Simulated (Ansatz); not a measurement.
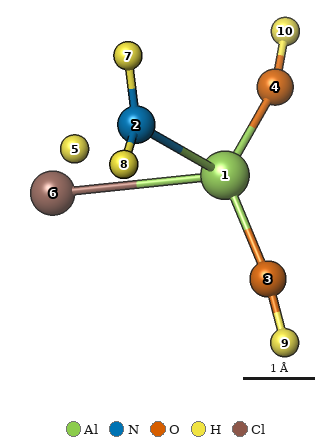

*The structure as given in the input (ball-and-stick view, seen at a tilt; atoms are numbered from 1 in the order of the input). Sticks mark near contacts.*

Bond lengths as drawn: Al–Cl 2.60 Å, Al–N 2.24 Å, Al–O 1.63 Å, H–N 1.01 Å and H–O 0.94 Å.

# Molecular dynamics of AlNH₅ClO₂ (part 1 of 5)

System: AlNH₅ClO₂.
Method: UKS B3LYP-D4/6-31G (Ansatz 0.2.0).

It belongs to a series of runs on one base structure; here: dynamics from the start. Figures and captions count atoms from 1; the log counts them from 0 in places.

### Input
```yaml
crystal:
  periodic: [false, false, false]
  atoms:
    - { symbol: Al, position_ang: [-0.5246, -0.5438, -0.1575] }
    - { symbol: "N", position_ang: [1.2436, 0.8254, -0.0709] }
    - { symbol: O, position_ang: [-0.114, -2.0092, 0.4328] }
    - { symbol: O, position_ang: [-1.4868, -0.1796, -1.4272] }
    - { symbol: H, position_ang: [0.4442, 1.243, 0.9127] }
    - { symbol: Cl, position_ang: [-1.0528, 1.0707, 1.8145] }
    - { symbol: H, position_ang: [1.3749, 1.5826, -0.7241] }
    - { symbol: H, position_ang: [2.1254, 0.5463, 0.3341] }
    - { symbol: H, position_ang: [0.057, -2.808, 0.9048] }
    - { symbol: H, position_ang: [-2.067, 0.2725, -2.0194] }
magnetization:
  spin_polarized: true
basis:
  gaussian: { orbitals: "6-31G" }
hamiltonian:
  xc: b3lyp
  dispersion: d4
md:
  timestep: 0.5
  n_steps: 150
  ensemble: nve
  temperature: 100.0
  initial_velocities: maxwell_boltzmann
  seed: 152352
```

Launch command:
```bash
ansatz run input.yaml --threads 1 --pin off --max-ram 2048MiB --backend cpu --events-out ev --progress --plain --runs-dir out
```

### The program's output
```
Engine: ansatz 0.2.0, aarch64-unknown-linux-gnu
Functional definition: B3LYP
  parameter a0 = 0.2
  parameter ax = 0.72
  parameter ac = 0.81
  exchange = (1 - a0 - ax)*slater_x + ax*b88_x + a0*exact_x
  correlation = (1 - ac)*vwn_rpa_c + ac*lyp_c
798 factors; integrals over basis functions are off by at most 1.8e-4 eV
mean field evaluation 1: about -24772.3647 eV, gradient 6.3e1 eV
mean field evaluation 2: about -24746.7781 eV, gradient 1.0e2 eV
mean field evaluation 4: about -24786.7343 eV, gradient 3.6e0 eV
mean field evaluation 8: about -24786.8218 eV, gradient 2.9e-1 eV
mean field evaluation 16: about -24786.8222 eV, gradient 1.8e-5 eV
mean field -24786.82216664 eV, -910.8989135127 hartree, gradient 1.8e-5 eV, S^2 0.000000; 0 other end points of the search recorded, 0 dependent functions left out
the calculation of the forces begins
reference -24786.82243666 eV, -910.8989234357 hartree; 29, 29 occupied and 34, 34 virtual orbitals, 798 factors
md step     0: t =     0.00 fs  T =   100.0 K  F+E_penalty+E_count = -24787.14269508 eV  E_kin = 0.103408 eV  conserved = -24787.03928708 eV  (29 SCF iters)
these checks for a lower state are left out or cut short: starts, cluster_reference, orbital_swaps, neighbouring_geometries, increment
798 factors; integrals over basis functions are off by at most 1.8e-4 eV
mean field -24786.82635026 eV, -910.8990672577 hartree, gradient 1.3e-5 eV, S^2 0.000000; 0 other end points of the search recorded, 0 dependent functions left out
the calculation of the forces begins
reference -24786.82662021 eV, -910.8990771783 hartree; 29, 29 occupied and 34, 34 virtual orbitals, 798 factors
md step     1: t =     0.50 fs  T =   104.1 K  F+E_penalty+E_count = -24787.14684136 eV  E_kin = 0.107692 eV  conserved = -24787.03914943 eV  (25 SCF iters)
[... from here on the SCF iterations and repeated set-up lines of each step are left out, up to the last step ...]
md step     2: t =     1.00 fs  T =   133.6 K  F+E_penalty+E_count = -24787.17701364 eV  E_kin = 0.138138 eV  conserved = -24787.03887568 eV  (31 SCF iters)
md step     3: t =     1.50 fs  T =   192.1 K  F+E_penalty+E_count = -24787.23730998 eV  E_kin = 0.198637 eV  conserved = -24787.03867291 eV  (32 SCF iters)
md step     4: t =     2.00 fs  T =   282.4 K  F+E_penalty+E_count = -24787.33081461 eV  E_kin = 0.292052 eV  conserved = -24787.03876268 eV  (31 SCF iters)
md step     5: t =     2.50 fs  T =   403.2 K  F+E_penalty+E_count = -24787.45628502 eV  E_kin = 0.416929 eV  conserved = -24787.03935651 eV  (30 SCF iters)
md step     6: t =     3.00 fs  T =   545.7 K  F+E_penalty+E_count = -24787.60508542 eV  E_kin = 0.564349 eV  conserved = -24787.04073683 eV  (30 SCF iters, 3 dispersion substeps)
md step     7: t =     3.50 fs  T =   690.6 K  F+E_penalty+E_count = -24787.75742468 eV  E_kin = 0.714096 eV  conserved = -24787.04332898 eV  (30 SCF iters, 3 dispersion substeps)
md step     8: t =     4.00 fs  T =   802.6 K  F+E_penalty+E_count = -24787.87738361 eV  E_kin = 0.829959 eV  conserved = -24787.04742424 eV  (30 SCF iters, 3 dispersion substeps)
md step     9: t =     4.50 fs  T =   831.4 K  F+E_penalty+E_count = -24787.91172695 eV  E_kin = 0.859728 eV  conserved = -24787.05199912 eV  (29 SCF iters, 3 dispersion substeps)
md step    10: t =     5.00 fs  T =   732.1 K  F+E_penalty+E_count = -24787.80990928 eV  E_kin = 0.757066 eV  conserved = -24787.05284367 eV  (30 SCF iters, 3 dispersion substeps)
md step    11: t =     5.50 fs  T =   524.8 K  F+E_penalty+E_count = -24787.58696958 eV  E_kin = 0.542682 eV  conserved = -24787.04428748 eV  (30 SCF iters, 3 dispersion substeps)
md step    12: t =     6.00 fs  T =   347.8 K  F+E_penalty+E_count = -24787.39048350 eV  E_kin = 0.359684 eV  conserved = -24787.03079901 eV  (30 SCF iters, 3 dispersion substeps)
md step    13: t =     6.50 fs  T =   374.4 K  F+E_penalty+E_count = -24787.41706926 eV  E_kin = 0.387140 eV  conserved = -24787.02992954 eV  (30 SCF iters, 3 dispersion substeps)
md step    14: t =     7.00 fs  T =   614.2 K  F+E_penalty+E_count = -24787.67842502 eV  E_kin = 0.635166 eV  conserved = -24787.04325880 eV  (30 SCF iters, 3 dispersion substeps)
md step    15: t =     7.50 fs  T =   898.3 K  F+E_penalty+E_count = -24787.98213044 eV  E_kin = 0.928897 eV  conserved = -24787.05323320 eV  (30 SCF iters, 3 dispersion substeps)
md step    16: t =     8.00 fs  T =  1073.2 K  F+E_penalty+E_count = -24788.16320603 eV  E_kin = 1.109782 eV  conserved = -24787.05342393 eV  (30 SCF iters, 3 dispersion substeps)
md step    17: t =     8.50 fs  T =  1105.7 K  F+E_penalty+E_count = -24788.19243680 eV  E_kin = 1.143341 eV  conserved = -24787.04909564 eV  (29 SCF iters, 3 dispersion substeps)
md step    18: t =     9.00 fs  T =  1036.7 K  F+E_penalty+E_count = -24788.11692256 eV  E_kin = 1.072052 eV  conserved = -24787.04487019 eV  (30 SCF iters, 3 dispersion substeps)
md step    19: t =     9.50 fs  T =   918.7 K  F+E_penalty+E_count = -24787.99206575 eV  E_kin = 0.949977 eV  conserved = -24787.04208835 eV  (29 SCF iters, 3 dispersion substeps)
md step    20: t =    10.00 fs  T =   789.4 K  F+E_penalty+E_count = -24787.85686577 eV  E_kin = 0.816303 eV  conserved = -24787.04056291 eV  (32 SCF iters, 3 dispersion substeps)
md step    21: t =    10.50 fs  T =   670.9 K  F+E_penalty+E_count = -24787.73358061 eV  E_kin = 0.693768 eV  conserved = -24787.03981224 eV  (31 SCF iters, 3 dispersion substeps)
md step    22: t =    11.00 fs  T =   574.6 K  F+E_penalty+E_count = -24787.63357604 eV  E_kin = 0.594152 eV  conserved = -24787.03942432 eV  (32 SCF iters, 3 dispersion substeps)
md step    23: t =    11.50 fs  T =   506.5 K  F+E_penalty+E_count = -24787.56287952 eV  E_kin = 0.523759 eV  conserved = -24787.03912082 eV  (31 SCF iters, 3 dispersion substeps)
md step    24: t =    12.00 fs  T =   471.3 K  F+E_penalty+E_count = -24787.52614648 eV  E_kin = 0.487373 eV  conserved = -24787.03877346 eV  (30 SCF iters, 3 dispersion substeps)
md step    25: t =    12.50 fs  T =   474.2 K  F+E_penalty+E_count = -24787.52873503 eV  E_kin = 0.490336 eV  conserved = -24787.03839924 eV  (31 SCF iters, 3 dispersion substeps)
md step    26: t =    13.00 fs  T =   520.7 K  F+E_penalty+E_count = -24787.57659292 eV  E_kin = 0.538466 eV  conserved = -24787.03812671 eV  (30 SCF iters, 3 dispersion substeps)
md step    27: t =    13.50 fs  T =   615.1 K  F+E_penalty+E_count = -24787.67422368 eV  E_kin = 0.636060 eV  conserved = -24787.03816330 eV  (29 SCF iters, 3 dispersion substeps)
md step    28: t =    14.00 fs  T =   756.7 K  F+E_penalty+E_count = -24787.82125531 eV  E_kin = 0.782462 eV  conserved = -24787.03879347 eV  (30 SCF iters, 3 dispersion substeps)
md step    29: t =    14.50 fs  T =   935.7 K  F+E_penalty+E_count = -24788.00804123 eV  E_kin = 0.967623 eV  conserved = -24787.04041785 eV  (30 SCF iters, 3 dispersion substeps)
md step    30: t =    15.00 fs  T =  1128.1 K  F+E_penalty+E_count = -24788.21018112 eV  E_kin = 1.166586 eV  conserved = -24787.04359523 eV  (31 SCF iters, 3 dispersion substeps)
md step    31: t =    15.50 fs  T =  1288.9 K  F+E_penalty+E_count = -24788.38167595 eV  E_kin = 1.332858 eV  conserved = -24787.04881820 eV  (30 SCF iters, 3 dispersion substeps)
md step    32: t =    16.00 fs  T =  1349.8 K  F+E_penalty+E_count = -24788.45112338 eV  E_kin = 1.395785 eV  conserved = -24787.05533817 eV  (30 SCF iters, 3 dispersion substeps)
md step    33: t =    16.50 fs  T =  1239.0 K  F+E_penalty+E_count = -24788.33968505 eV  E_kin = 1.281198 eV  conserved = -24787.05848724 eV  (30 SCF iters, 3 dispersion substeps)
md step    34: t =    17.00 fs  T =   953.6 K  F+E_penalty+E_count = -24788.03561734 eV  E_kin = 0.986129 eV  conserved = -24787.04948874 eV  (30 SCF iters, 3 dispersion substeps)
md step    35: t =    17.50 fs  T =   653.9 K  F+E_penalty+E_count = -24787.70630411 eV  E_kin = 0.676225 eV  conserved = -24787.03007945 eV  (29 SCF iters, 3 dispersion substeps)
md step    36: t =    18.00 fs  T =   592.7 K  F+E_penalty+E_count = -24787.63819288 eV  E_kin = 0.612904 eV  conserved = -24787.02528888 eV  (31 SCF iters, 3 dispersion substeps)
md step    37: t =    18.50 fs  T =   827.0 K  F+E_penalty+E_count = -24787.89786281 eV  E_kin = 0.855217 eV  conserved = -24787.04264547 eV  (29 SCF iters, 3 dispersion substeps)
md step    38: t =    19.00 fs  T =  1142.7 K  F+E_penalty+E_count = -24788.23827828 eV  E_kin = 1.181681 eV  conserved = -24787.05659751 eV  (30 SCF iters, 3 dispersion substeps)
md step    39: t =    19.50 fs  T =  1327.3 K  F+E_penalty+E_count = -24788.42937196 eV  E_kin = 1.372585 eV  conserved = -24787.05678726 eV  (28 SCF iters, 3 dispersion substeps)
md step    40: t =    20.00 fs  T =  1334.5 K  F+E_penalty+E_count = -24788.43089724 eV  E_kin = 1.379934 eV  conserved = -24787.05096335 eV  (30 SCF iters, 3 dispersion substeps)
md step    41: t =    20.50 fs  T =  1219.7 K  F+E_penalty+E_count = -24788.30678379 eV  E_kin = 1.261278 eV  conserved = -24787.04550595 eV  (31 SCF iters, 3 dispersion substeps)
md step    42: t =    21.00 fs  T =  1052.1 K  F+E_penalty+E_count = -24788.12992965 eV  E_kin = 1.087997 eV  conserved = -24787.04193252 eV  (31 SCF iters, 3 dispersion substeps)
md step    43: t =    21.50 fs  T =   882.0 K  F+E_penalty+E_count = -24787.95186691 eV  E_kin = 0.912061 eV  conserved = -24787.03980596 eV  (32 SCF iters, 3 dispersion substeps)
md step    44: t =    22.00 fs  T =   740.9 K  F+E_penalty+E_count = -24787.80470236 eV  E_kin = 0.766180 eV  conserved = -24787.03852264 eV  (32 SCF iters, 3 dispersion substeps)
md step    45: t =    22.50 fs  T =   648.5 K  F+E_penalty+E_count = -24787.70831103 eV  E_kin = 0.670566 eV  conserved = -24787.03774492 eV  (32 SCF iters, 3 dispersion substeps)
md step    46: t =    23.00 fs  T =   616.5 K  F+E_penalty+E_count = -24787.67480418 eV  E_kin = 0.637462 eV  conserved = -24787.03734259 eV  (31 SCF iters, 3 dispersion substeps)
md step    47: t =    23.50 fs  T =   650.9 K  F+E_penalty+E_count = -24787.71038446 eV  E_kin = 0.673083 eV  conserved = -24787.03730141 eV  (32 SCF iters, 3 dispersion substeps)
md step    48: t =    24.00 fs  T =   752.2 K  F+E_penalty+E_count = -24787.81555223 eV  E_kin = 0.777850 eV  conserved = -24787.03770266 eV  (33 SCF iters, 3 dispersion substeps)
md step    49: t =    24.50 fs  T =   913.9 K  F+E_penalty+E_count = -24787.98378219 eV  E_kin = 0.945021 eV  conserved = -24787.03876120 eV  (32 SCF iters, 3 dispersion substeps)
md step    50: t =    25.00 fs  T =  1119.3 K  F+E_penalty+E_count = -24788.19832262 eV  E_kin = 1.157427 eV  conserved = -24787.04089532 eV  (31 SCF iters, 3 dispersion substeps)
md step    51: t =    25.50 fs  T =  1336.2 K  F+E_penalty+E_count = -24788.42652123 eV  E_kin = 1.381785 eV  conserved = -24787.04473643 eV  (30 SCF iters, 3 dispersion substeps)
md step    52: t =    26.00 fs  T =  1510.0 K  F+E_penalty+E_count = -24788.61221826 eV  E_kin = 1.561493 eV  conserved = -24787.05072536 eV  (30 SCF iters, 3 dispersion substeps)
md step    53: t =    26.50 fs  T =  1562.9 K  F+E_penalty+E_count = -24788.67368639 eV  E_kin = 1.616178 eV  conserved = -24787.05750883 eV  (31 SCF iters, 3 dispersion substeps)
md step    54: t =    27.00 fs  T =  1424.3 K  F+E_penalty+E_count = -24788.53186371 eV  E_kin = 1.472863 eV  conserved = -24787.05900090 eV  (31 SCF iters, 3 dispersion substeps)
md step    55: t =    27.50 fs  T =  1119.3 K  F+E_penalty+E_count = -24788.20390914 eV  E_kin = 1.157485 eV  conserved = -24787.04642453 eV  (31 SCF iters, 3 dispersion substeps)
md step    56: t =    28.00 fs  T =   851.1 K  F+E_penalty+E_count = -24787.90715296 eV  E_kin = 0.880060 eV  conserved = -24787.02709265 eV  (30 SCF iters, 3 dispersion substeps)
md step    57: t =    28.50 fs  T =   864.9 K  F+E_penalty+E_count = -24787.92243372 eV  E_kin = 0.894333 eV  conserved = -24787.02810100 eV  (28 SCF iters, 3 dispersion substeps)
md step    58: t =    29.00 fs  T =  1150.8 K  F+E_penalty+E_count = -24788.23716693 eV  E_kin = 1.190054 eV  conserved = -24787.04711289 eV  (29 SCF iters, 3 dispersion substeps)
md step    59: t =    29.50 fs  T =  1465.8 K  F+E_penalty+E_count = -24788.57357722 eV  E_kin = 1.515795 eV  conserved = -24787.05778194 eV  (30 SCF iters, 3 dispersion substeps)
md step    60: t =    30.00 fs  T =  1628.8 K  F+E_penalty+E_count = -24788.74022254 eV  E_kin = 1.684303 eV  conserved = -24787.05591920 eV  (29 SCF iters, 3 dispersion substeps)
md step    61: t =    30.50 fs  T =  1621.8 K  F+E_penalty+E_count = -24788.72727186 eV  E_kin = 1.677095 eV  conserved = -24787.05017718 eV  (31 SCF iters, 3 dispersion substeps)
md step    62: t =    31.00 fs  T =  1503.5 K  F+E_penalty+E_count = -24788.60009224 eV  E_kin = 1.554713 eV  conserved = -24787.04537878 eV  (31 SCF iters, 3 dispersion substeps)
md step    63: t =    31.50 fs  T =  1335.1 K  F+E_penalty+E_count = -24788.42279009 eV  E_kin = 1.380584 eV  conserved = -24787.04220606 eV  (31 SCF iters, 3 dispersion substeps)
md step    64: t =    32.00 fs  T =  1161.0 K  F+E_penalty+E_count = -24788.24073737 eV  E_kin = 1.200569 eV  conserved = -24787.04016809 eV  (31 SCF iters, 3 dispersion substeps)
md step    65: t =    32.50 fs  T =  1011.0 K  F+E_penalty+E_count = -24788.08429280 eV  E_kin = 1.045467 eV  conserved = -24787.03882591 eV  (32 SCF iters, 3 dispersion substeps)
md step    66: t =    33.00 fs  T =   905.2 K  F+E_penalty+E_count = -24787.97397485 eV  E_kin = 0.936030 eV  conserved = -24787.03794437 eV  (32 SCF iters, 3 dispersion substeps)
md step    67: t =    33.50 fs  T =   856.8 K  F+E_penalty+E_count = -24787.92339527 eV  E_kin = 0.885960 eV  conserved = -24787.03743479 eV  (32 SCF iters, 3 dispersion substeps)
md step    68: t =    34.00 fs  T =   873.3 K  F+E_penalty+E_count = -24787.94039663 eV  E_kin = 0.903063 eV  conserved = -24787.03733324 eV  (32 SCF iters, 3 dispersion substeps)
md step    69: t =    34.50 fs  T =   956.0 K  F+E_penalty+E_count = -24788.02641187 eV  E_kin = 0.988614 eV  conserved = -24787.03779829 eV  (32 SCF iters, 3 dispersion substeps)
md step    70: t =    35.00 fs  T =  1097.4 K  F+E_penalty+E_count = -24788.17393408 eV  E_kin = 1.134829 eV  conserved = -24787.03910543 eV  (33 SCF iters, 3 dispersion substeps)
md step    71: t =    35.50 fs  T =  1277.3 K  F+E_penalty+E_count = -24788.36247394 eV  E_kin = 1.320828 eV  conserved = -24787.04164575 eV  (32 SCF iters, 3 dispersion substeps)
md step    72: t =    36.00 fs  T =  1457.9 K  F+E_penalty+E_count = -24788.55346196 eV  E_kin = 1.507584 eV  conserved = -24787.04587843 eV  (30 SCF iters, 3 dispersion substeps)
md step    73: t =    36.50 fs  T =  1579.7 K  F+E_penalty+E_count = -24788.68541118 eV  E_kin = 1.633498 eV  conserved = -24787.05191328 eV  (30 SCF iters, 3 dispersion substeps)
md step    74: t =    37.00 fs  T =  1565.5 K  F+E_penalty+E_count = -24788.67688197 eV  E_kin = 1.618894 eV  conserved = -24787.05798757 eV  (30 SCF iters, 3 dispersion substeps)
md step    75: t =    37.50 fs  T =  1356.1 K  F+E_penalty+E_count = -24788.46025462 eV  E_kin = 1.402296 eV  conserved = -24787.05795850 eV  (30 SCF iters, 3 dispersion substeps)
md step    76: t =    38.00 fs  T =   996.0 K  F+E_penalty+E_count = -24788.07420672 eV  E_kin = 1.029910 eV  conserved = -24787.04429651 eV  (29 SCF iters, 3 dispersion substeps)
md step    77: t =    38.50 fs  T =   699.1 K  F+E_penalty+E_count = -24787.74888141 eV  E_kin = 0.722951 eV  conserved = -24787.02593072 eV  (31 SCF iters, 3 dispersion substeps)
md step    78: t =    39.00 fs  T =   699.0 K  F+E_penalty+E_count = -24787.75083702 eV  E_kin = 0.722774 eV  conserved = -24787.02806348 eV  (26 SCF iters, 3 dispersion substeps)
md step    79: t =    39.50 fs  T =   971.5 K  F+E_penalty+E_count = -24788.05126452 eV  E_kin = 1.004564 eV  conserved = -24787.04670021 eV  (29 SCF iters, 3 dispersion substeps)
md step    80: t =    40.00 fs  T =  1274.3 K  F+E_penalty+E_count = -24788.37516241 eV  E_kin = 1.317701 eV  conserved = -24787.05746128 eV  (31 SCF iters, 3 dispersion substeps)
md step    81: t =    40.50 fs  T =  1425.6 K  F+E_penalty+E_count = -24788.53049275 eV  E_kin = 1.474153 eV  conserved = -24787.05633947 eV  (30 SCF iters, 3 dispersion substeps)
md step    82: t =    41.00 fs  T =  1399.9 K  F+E_penalty+E_count = -24788.49846805 eV  E_kin = 1.447576 eV  conserved = -24787.05089179 eV  (31 SCF iters, 3 dispersion substeps)
md step    83: t =    41.50 fs  T =  1252.5 K  F+E_penalty+E_count = -24788.34086885 eV  E_kin = 1.295137 eV  conserved = -24787.04573151 eV  (31 SCF iters, 3 dispersion substeps)
md step    84: t =    42.00 fs  T =  1049.8 K  F+E_penalty+E_count = -24788.12754009 eV  E_kin = 1.085606 eV  conserved = -24787.04193388 eV  (31 SCF iters, 3 dispersion substeps)
md step    85: t =    42.50 fs  T =   845.6 K  F+E_penalty+E_count = -24787.91380346 eV  E_kin = 0.874446 eV  conserved = -24787.03935709 eV  (31 SCF iters, 3 dispersion substeps)
md step    86: t =    43.00 fs  T =   678.1 K  F+E_penalty+E_count = -24787.73887586 eV  E_kin = 0.701160 eV  conserved = -24787.03771624 eV  (30 SCF iters, 3 dispersion substeps)
md step    87: t =    43.50 fs  T =   572.1 K  F+E_penalty+E_count = -24787.62838571 eV  E_kin = 0.591567 eV  conserved = -24787.03681840 eV  (32 SCF iters, 3 dispersion substeps)
md step    88: t =    44.00 fs  T =   541.5 K  F+E_penalty+E_count = -24787.59650825 eV  E_kin = 0.559949 eV  conserved = -24787.03655931 eV  (31 SCF iters, 3 dispersion substeps)
md step    89: t =    44.50 fs  T =   590.3 K  F+E_penalty+E_count = -24787.64734138 eV  E_kin = 0.610436 eV  conserved = -24787.03690490 eV  (32 SCF iters, 3 dispersion substeps)
md step    90: t =    45.00 fs  T =   713.2 K  F+E_penalty+E_count = -24787.77540452 eV  E_kin = 0.737505 eV  conserved = -24787.03789927 eV  (32 SCF iters, 3 dispersion substeps)
md step    91: t =    45.50 fs  T =   894.8 K  F+E_penalty+E_count = -24787.96497149 eV  E_kin = 0.925278 eV  conserved = -24787.03969397 eV  (32 SCF iters, 3 dispersion substeps)
md step    92: t =    46.00 fs  T =  1107.8 K  F+E_penalty+E_count = -24788.18809125 eV  E_kin = 1.145518 eV  conserved = -24787.04257299 eV  (30 SCF iters, 3 dispersion substeps)
md step    93: t =    46.50 fs  T =  1309.8 K  F+E_penalty+E_count = -24788.40132827 eV  E_kin = 1.354448 eV  conserved = -24787.04688041 eV  (29 SCF iters, 3 dispersion substeps)
md step    94: t =    47.00 fs  T =  1441.2 K  F+E_penalty+E_count = -24788.54282130 eV  E_kin = 1.490287 eV  conserved = -24787.05253396 eV  (29 SCF iters, 3 dispersion substeps)
```
